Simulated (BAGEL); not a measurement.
# SiH3F (SMILES F[SiH3]), step by step

We compute the energy (HF/def2-TZVP), then the energy (NEVPT2(2,2)/def2-TZVP), then a single-point energy (CASPT2(2,2)/def2-TZVP) of SiH3F. 

The results are computed with BAGEL 1.2.2.

2 further runs of the same task are left out: 2 set aside as unsound or not needed.

**1. The structure to begin with**

SiH3F: 5 atoms, total charge 0, spin state singlet. As SMILES, `F[SiH3]`. The F1–Si2 distance was set to 2.160 Å, away from the relaxed value.

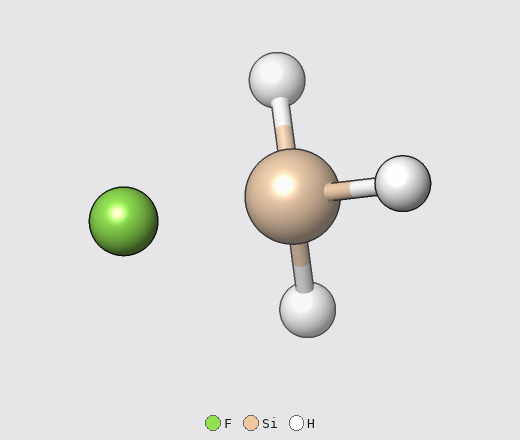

Viewed from a chosen angle; fluorine green, silicon light orange, hydrogen white.

**2. A single-point energy at HF/def2-TZVP (density fitting with svp-jkfit) (run 1)**

calc.json reads:

```json
{ "bagel" : [

{
  "title" : "molecule",
  "basis" : "def2-tzvp.json",
  "df_basis" : "svp-jkfit",
  "angstrom" : false,
  "geometry" : [
    { "atom" : "F", "xyz" : [ -3.28027920,  0.42808533,  2.20915409 ] },
    { "atom" : "Si", "xyz" : [  0.08182514, -0.03647171, -0.05801459 ] },
    { "atom" : "H", "xyz" : [ -0.69504127, -0.36396125, -2.72819761 ] },
    { "atom" : "H", "xyz" : [  1.45244350, -2.30149745,  0.85340032 ] },
    { "atom" : "H", "xyz" : [  1.66390385,  2.25519916,  0.23319220 ] }
  ]
},
{ "title" : "hf" },
{ "title" : "print", "file" : "orbitals.molden", "orbitals" : true }

]}
```

The basis set def2-TZVP is read from a file made from the Basis Set Exchange's data (not shown).

Launch:

```sh
$ BAGEL_NUM_THREADS=1 BAGEL calc.json > calc.out
```

Log:

```text
* using 1 threads per process

  ===============================================================
  ===============================================================

  *** Geometry ***

  { "atom" : "F", "xyz" : [     -3.280279,      0.428085,      2.209154 ] },
  { "atom" : "Si", "xyz" : [      0.081825,     -0.036472,     -0.058015 ] },
  { "atom" : "H", "xyz" : [     -0.695041,     -0.363961,     -2.728198 ] },
  { "atom" : "H", "xyz" : [      1.452443,     -2.301497,      0.853400 ] },
  { "atom" : "H", "xyz" : [      1.663904,      2.255199,      0.233192 ] },

  Number of auxiliary basis functions:      259

  Since a DF basis is specified, we compute 2- and 3-index integrals:
    o Being stored without compression. Storage requirement is 0.015 GB

  Number of basis functions:       86
  Number of electrons      :       26

    * METHOD: MOLECULE                             0.07

  *** RHF ***

  === Nuclear Repulsion ===
    51.3182550522

      * DIIS with orbital gradients will be used.

  === RHF iteration (def2-tzvp.json) ===
      0       -389.92330889          0.02556577           0.02
      1       -389.98114221          0.02365888           0.02
      2       -390.13466651          0.00183984           0.02
      3       -390.13625276          0.00029697           0.02
      4       -390.13630668          0.00009084           0.02
      5       -390.13631475          0.00003280           0.02
      6       -390.13631586          0.00000883           0.02
      7       -390.13631594          0.00000175           0.02
      8       -390.13631595          0.00000052           0.02
      9       -390.13631595          0.00000014           0.02
     10       -390.13631595          0.00000003           0.02
     11       -390.13631595          0.00000001           0.02
    * SCF iteration converged.

    * Permanent dipole moment:
           (   -1.487932,     0.205545,     1.003278) a.u.

    * METHOD: HF                                   0.32

    * METHOD: PRINT                                0.01

  ===============================================================
```

Run time: 0.64 s. Hardware: 1 thread of Arm Neoverse V2, shared host; peak memory 0.14 GiB.

**3. A single-point energy at NEVPT2(2,2)/def2-TZVP (density fitting with svp-jkfit) (run 2)**

calc.json reads:

```json
{ "bagel": [

{
  "title": "molecule",
  "basis": "def2-tzvp.json",
  "df_basis": "svp-jkfit",
  "angstrom": false,
  "geometry": [
    { "atom": "F", "xyz": [    -3.28027920,     0.42808533,     2.20915409 ] },
    { "atom": "Si", "xyz": [     0.08182514,    -0.03647171,    -0.05801459 ] },
    { "atom": "H", "xyz": [    -0.69504127,    -0.36396125,    -2.72819761 ] },
    { "atom": "H", "xyz": [     1.45244350,    -2.30149745,     0.85340032 ] },
    { "atom": "H", "xyz": [     1.66390385,     2.25519916,     0.23319220 ] }
  ]
},

{
  "title": "hf"
},

{
  "title": "casscf",
  "nstate": 1,
  "nact": 2,
  "nclosed": 12,
  "nspin": 0,
  "active": [11, 14],
  "maxiter": 200,
  "natocc": true
},

{
  "title": "nevpt2",
  "nstate": 1,
  "nact": 2,
  "nclosed": 12,
  "nspin": 0,
  "active": [11, 14],
  "maxiter": 200,
  "natocc": true,
  "ncore": 6
},

{
  "title": "print",
  "file": "orbitals.molden",
  "orbitals": true
}

]}
```

The basis set def2-TZVP is read from a file made from the Basis Set Exchange's data (not shown).

Launch:

```sh
$ BAGEL_NUM_THREADS=1 BAGEL calc.json > calc.out
```

Log:

```text
* using 1 threads per process

  ===============================================================
  ===============================================================

  *** Geometry ***

  { "atom" : "F", "xyz" : [     -3.280279,      0.428085,      2.209154 ] },
  { "atom" : "Si", "xyz" : [      0.081825,     -0.036472,     -0.058015 ] },
  { "atom" : "H", "xyz" : [     -0.695041,     -0.363961,     -2.728198 ] },
  { "atom" : "H", "xyz" : [      1.452443,     -2.301497,      0.853400 ] },
  { "atom" : "H", "xyz" : [      1.663904,      2.255199,      0.233192 ] },

  Number of auxiliary basis functions:      259

  Since a DF basis is specified, we compute 2- and 3-index integrals:
    o Being stored without compression. Storage requirement is 0.015 GB

[... 18 lines left out ...]
    * SCF iteration converged.
[... 1 line left out ...]
    * Permanent dipole moment:
[... 27 lines left out ...]
    * Second-order optimization converged. *
[... 1 line left out ...]
     guess   0:   closed 1.                   open ..

  === FCI iteration ===

      0  0      -390.13346925     1.01e-01      0.00
      1  0      -390.16451086     1.43e-02      0.00
      2  0 *    -390.16559549     2.52e-16      0.00

     * ci vector, state   0, <S^2> = 0.0000
       2.     0.9873823285
       .2    -0.1583544673

    * METHOD: CASSCF                               3.75

    * freezing 6 orbitals

  === DF-NEVPT2 calculation ===

    * 3-index integral transformation done
    * assembly done

      NEVPT2 correlation energy:   -0.3556716555      0.10

          (+0)     -0.2250008500
          (+0)'    -0.0538904883
          (+1)     -0.0099240494
          (+1)'    -0.0000000000
          (+2)     -0.0006190307
          (-1)     -0.0590424024
          (-1)'     0.0000000000
          (-2)     -0.0071948347

      NEVPT2 total energy:       -390.5212671492

    * METHOD: NEVPT2                               0.15

    * METHOD: PRINT                                0.01

  ===============================================================
```

Run time: 4.8 s. Hardware: 1 thread of Arm Neoverse V2, shared host; peak memory 0.14 GiB.

**4. The energy at CASPT2(2,2)/def2-TZVP (density fitting with svp-jkfit) (run 3)**

input.json reads:

```json
{ "bagel" : [

{
  "title" : "molecule",
  "basis" : "def2-tzvp.json",
  "df_basis" : "svp-jkfit",
  "geometry" : [
    { "atom" : "F", "xyz" : [    -3.28027920,     0.42808533,     2.20915409 ] },
    { "atom" : "Si", "xyz" : [     0.08182514,    -0.03647171,    -0.05801459 ] },
    { "atom" : "H", "xyz" : [    -0.69504127,    -0.36396125,    -2.72819761 ] },
    { "atom" : "H", "xyz" : [     1.45244350,    -2.30149745,     0.85340032 ] },
    { "atom" : "H", "xyz" : [     1.66390385,     2.25519916,     0.23319220 ] }
  ]
},

{ "title" : "hf" },

{ "title" : "casscf", "nstate" : 1, "nact" : 2, "nclosed" : 12, "active" : [11, 14], "maxiter" : 200, "natocc" : true },

{ "title" : "print", "file" : "orbitals.molden", "orbitals" : true },

{ "title" : "smith", "method" : "caspt2", "ms" : true, "xms" : true, "sssr" : true, "shift" : 0.2, "shift_imag" : true, "ncore" : 6 }

]}
```

The basis set def2-TZVP is read from a file made from the Basis Set Exchange's data (not shown).

Launch:

```sh
$ BAGEL_NUM_THREADS=1 BAGEL input.json > input.out
```

Log:

```text
* using 1 threads per process

  ===============================================================
  ===============================================================

  *** Geometry ***

  { "atom" : "F", "xyz" : [     -3.280279,      0.428085,      2.209154 ] },
  { "atom" : "Si", "xyz" : [      0.081825,     -0.036472,     -0.058015 ] },
  { "atom" : "H", "xyz" : [     -0.695041,     -0.363961,     -2.728198 ] },
  { "atom" : "H", "xyz" : [      1.452443,     -2.301497,      0.853400 ] },
  { "atom" : "H", "xyz" : [      1.663904,      2.255199,      0.233192 ] },

  Number of auxiliary basis functions:      259

  Since a DF basis is specified, we compute 2- and 3-index integrals:
    o Being stored without compression. Storage requirement is 0.015 GB

[... 18 lines left out ...]
    * SCF iteration converged.
[... 1 line left out ...]
    * Permanent dipole moment:
[... 27 lines left out ...]
    * Second-order optimization converged. *
[... 9 lines left out ...]
     * ci vector, state   0, <S^2> = 0.0000
[... 16 lines left out ...]
    * Zeroth order energy : state  0       -1.1067879559
[... 4 lines left out ...]
       #      aibj      arbs      arbi      airj      risj      airs      arst      rist         Etot      error   time
[... 10 lines left out ...]
      ------------------------------------------------------------------------------------------------------------------

    * CASPT2 energy : state  0     -390.5186141323
        w/o shift correction       -390.5172718381
        reference weight              0.9161437577

    * METHOD: SMITH                                0.39

  ===============================================================
```

Wall time 4.8 s (1 thread of Arm Neoverse V2, shared host); peak memory 0.14 GiB.

**5. Summary of results**

| quantity | value |
| --- | --- |
| run 1, HF/def2-TZVP: total energy | -390.13632 Eh |
| run 1, HF/def2-TZVP: dipole moment | 4.59 D |
| run 1, HF/def2-TZVP: HOMO energy | -14.25 eV |
| run 1, HF/def2-TZVP: LUMO energy | 1.34 eV |
| run 1, HF/def2-TZVP: HOMO–LUMO gap | 15.59 eV |
| run 2, NEVPT2(2,2)/def2-TZVP: total energy | -390.52127 Eh |
| run 3, CASPT2(2,2)/def2-TZVP: total energy | -390.51861 Eh |
